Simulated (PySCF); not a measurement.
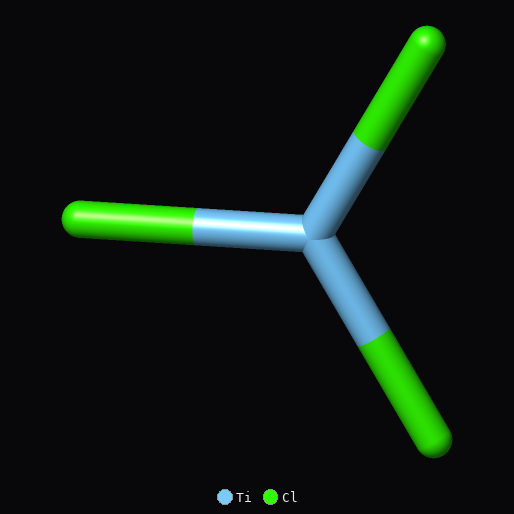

Charge 0, doublet. The computed structure is the end point of a PBE0-D3(BJ)/def2-SVP optimisation. No frequency run is at hand to confirm it as a minimum. Other spin states may lie lower. Properties computed with PBE0-D3(BJ)/def2-SVP, gas phase (PySCF 2.14.0).

Computed properties:

The species is TiCl₃ (`[Cl][Ti]([Cl])[Cl]`).
- ⟨S²⟩ of the determinant: 0.756
- rotational constants: 2.026, 2.009, 1.009 GHz
